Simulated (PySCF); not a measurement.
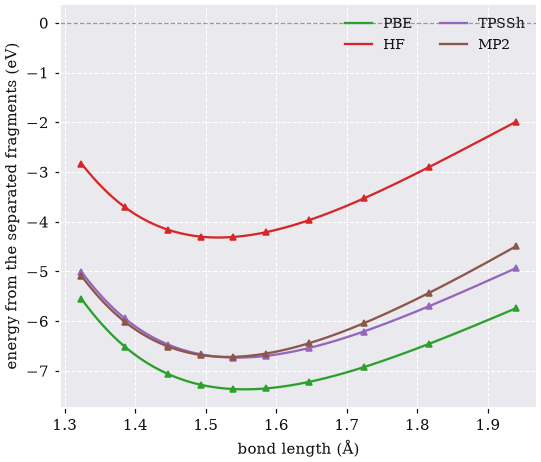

Bond curves of CCl⁺, singlet, def2-TZVPPD (non-relativistic), PySCF 2.14.0: energy from the separated fragments (atoms in their ground configurations, no counterpoise). One reference determinant with the occupation held, the lowest that a PBE0 search over spins and occupations found; no spin-orbit coupling. Splines pass through the computed points, which are marked. References: UKS for PBE and TPSSh; RHF for HF and MP2. The fragments are C⁺ + Cl. With PBE, TPSSh, HF and MP2 the solution stays closed-shell at all points drawn; such a solution can't reach the open-shell fragments at long range.

Order the curves at 1.94 Å, where they differ most.

PBE −5.75, TPSSh −4.94, MP2 −4.50, HF −1.99 eV, from lowest to highest.

Where is the minimum of each curve?

PBE: near 1.55 Å, −7.37 eV; HF: near 1.52 Å, −4.32 eV; TPSSh: near 1.54 Å, −6.74 eV; MP2: near 1.53 Å, −6.72 eV (from the spline).

Give the values at the computed points.

In eV:
| bond length (Å) | PBE | HF | TPSSh | MP2 |
| --- | --- | --- | --- | --- |
| 1.32 | −5.55 | −2.83 | −5.01 | −5.09 |
| 1.39 | −6.52 | −3.71 | −5.95 | −6.01 |
| 1.45 | −7.07 | −4.16 | −6.47 | −6.51 |
| 1.49 | −7.28 | −4.30 | −6.67 | −6.68 |
| 1.54 | −7.37 | −4.31 | −6.73 | −6.72 |
| 1.59 | −7.35 | −4.21 | −6.70 | −6.65 |
| 1.65 | −7.22 | −3.97 | −6.54 | −6.44 |
| 1.72 | −6.93 | −3.53 | −6.21 | −6.04 |
| 1.82 | −6.46 | −2.91 | −5.70 | −5.44 |
| 1.94 | −5.75 | −1.99 | −4.94 | −4.50 |
